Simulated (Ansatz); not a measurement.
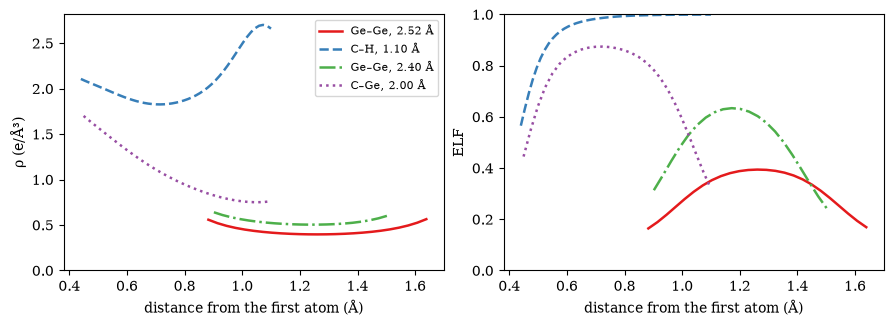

Figure 1: CH$_{2}$Ge$_{3}$ (SMILES [CH2]1[Ge]2=[Ge]=[Ge]12). Total electron density and electron localisation function along straight lines between neighbouring atoms. The curves leave out the atomic cores.

Geometry: PBE0-D3(BJ)/def2-SVP.

Method: Ansatz, isolated molecule in a Gaussian basis; Kohn-Sham density functional theory, functional PBE0.

```xyz
6

C    -2.2514   -1.6158    0.8551
Ge   -0.3272   -1.7563    1.3706
Ge    0.6146   -3.7361    0.3843
Ge   -1.7066   -3.3017   -0.0663
H    -2.5153   -0.7721    0.2010
H    -2.9791   -1.7259    1.6721
```

Q: What can be read from the curves?

A: Ge–Ge (2.52 Å): ρ at the midpoint is about 0.4 e/Å³; the ELF is about 0.40 at the midpoint.
C–H (1.10 Å): ρ is about 2 e/Å³ halfway; the ELF climbs to about 1 towards the hydrogen, as it does in any bond to H: an ordinary covalent bond to hydrogen.
Ge–Ge (2.40 Å): ρ at the midpoint is about 0.51 e/Å³; the ELF peaks at about 0.65 between the atoms.
C–Ge (2.00 Å): ρ at the midpoint is about 0.76 e/Å³; the ELF peaks at about 0.85 in the valence shell of C, 0.7 Å from its nucleus, and is about 0.60 at the midpoint.
